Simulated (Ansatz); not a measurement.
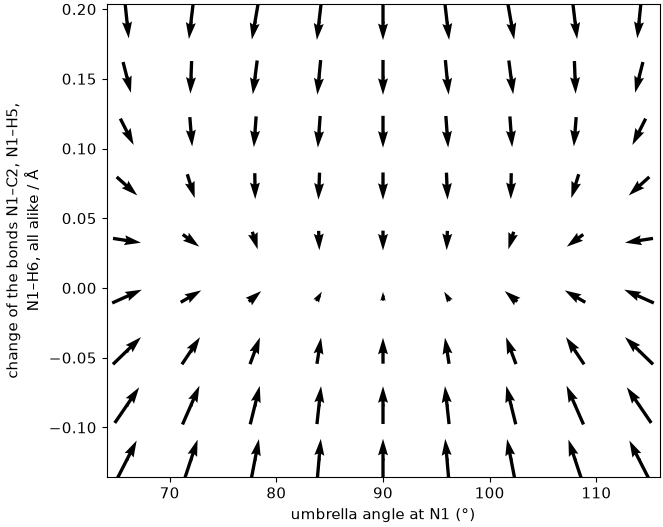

CH₅NOSi, SMILES NC(=O)[SiH3]. Coordinates scanned: (1) umbrella angle at N1 (between each of its bonds and their common axis; 90 is planar); (2) change of the bonds N1–C2, N1–H5, N1–H6, all alike. Nothing is relaxed (all other coordinates rigid). Grid: 9 × 9 points. Points are written as (first, second). All numbers below come from RKS PBE0-D4/def2-TZVP (Ansatz).

In the figure: dots at the grid points, arrows along the force (downhill), their lengths compressed.

### The arrows alone are given. Where is the energy lowest?

The arrows converge at about (90°, 0.000 Å) (read from the interpolated surface).

The energy map of the same scan:

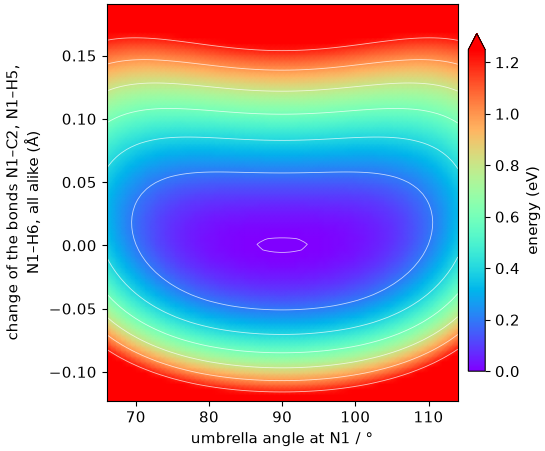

Energies are in eV, from the lowest grid point; between grid points the surface is interpolated.
